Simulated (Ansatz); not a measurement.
Take CdS in the wurtzite structure (space group P6_3mc, No. 186; a = 4.1244 Å, c = 6.7082 Å) as the base. Axes: x lies along a and z along c of the hexagonal cell.

Modification: uniaxial strain ε_zz = −0.60 %, all other strain components held at zero, atoms relaxed at fixed cell.

Computed with plane-wave PAW DFT at the PBEsol level (Ansatz, a first-principles code, 420 eV), without spin-orbit coupling.

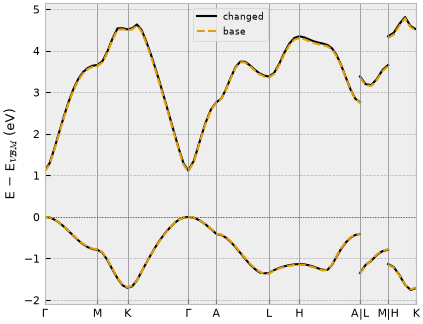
Highest valence and lowest conduction band along the path, each from its own valence-band maximum

The gap is 1.12 eV, direct at Γ; the base has 1.09 eV.

Stability against distortions was not tested.
